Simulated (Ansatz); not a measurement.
Input file:

```
crystal:
  lattice:
    - [4.7377035596, 0.0, 0.0]
    - [0.0, 4.7377035596, 0.0]
    - [0.0, 0.0, 4.7377035596]
  atoms:
    - { symbol: Ca, position: [0.0, 0.5, 0.5] }
    - { symbol: Ca, position: [0.5, 0.0, 0.5] }
    - { symbol: Ca, position: [0.5, 0.5, 0.0] }
    - { symbol: Ru, position: [0.0, 0.0, 0.0] }
basis:
  ecutwfc: 420
kpoints:
  mp_grid: { grid: [10, 10, 10] }
hamiltonian:
  xc: pbe
scf:
  occupations: { method: gaussian, width: 0.1 }
output:
  forces: true
  stress: true
  eigenvalues: true
  write_density: true
  write_potential: true
  elf: true
  volumetric_format: npy
relax:
  adjacent_minimum: "off"
  f_tol: 0.01
  max_steps: 80
  cell: { stress_tol: 0.05 }
```

Command:

```sh
ansatz run input.yaml --threads 1 --pin off --max-ram 2560MiB --backend cpu --events-out ev --progress --plain --runs-dir out
```

Below, planes, directions and counts refer to the conventional cell (a = 4.74 Å, b = 4.74 Å, c = 4.74 Å, α = 90.00°, β = 90.00°, γ = 90.00°).

The fields are those of the relaxed geometry.

Space group Pm-3m; started from the Cu3Au (L1_2)_221 prototype, which need not be the ambient phase; computed without spin polarisation.

Method: DFT PBE, scalar-relativistic, plane waves, PAW (Ansatz 0.2.0).

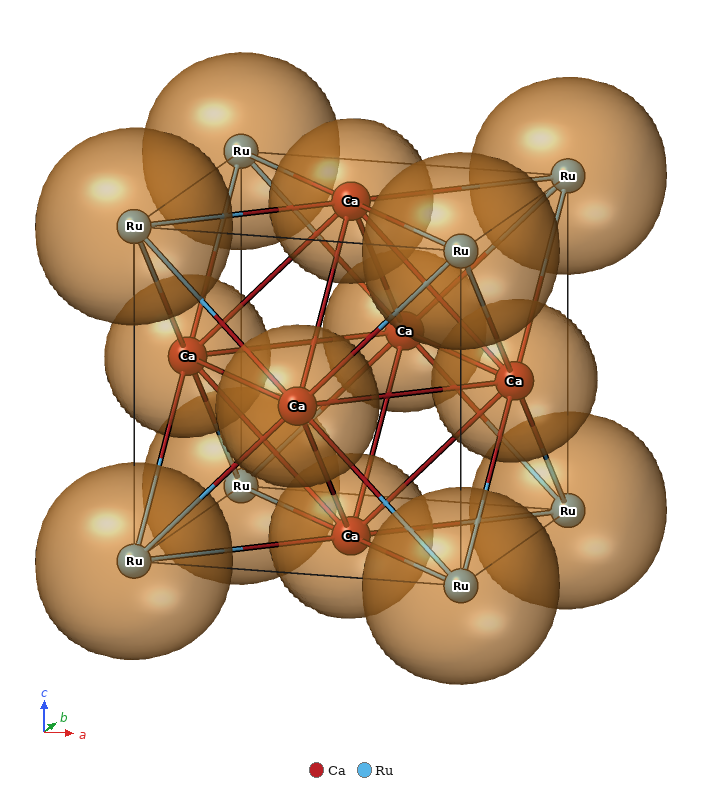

Ca$_{3}$Ru. Isosurface of the valence charge density (pseudo) at 0.2 e/Å³ (orange), seen slightly off an axis. Sticks mark near contacts.

In a PAW calculation such maps are meaningful between the atoms, not at the nuclei.

> How is the density connected at this value?

At this value the density breaks into separate islands; it holds about 85 % of the electrons treated as valence (semicore included). It bridges none of the near contacts. It is pinched off along the shortest Ca–Ca (3.35 Å) and Ca–Ru (3.35 Å) contacts. On the grid the lowest density along these lines, outside the cores, is 0.07 e/Å³ (Ca–Ca, 3.35 Å) and 0.11 e/Å³ (Ca–Ru, 3.35 Å).
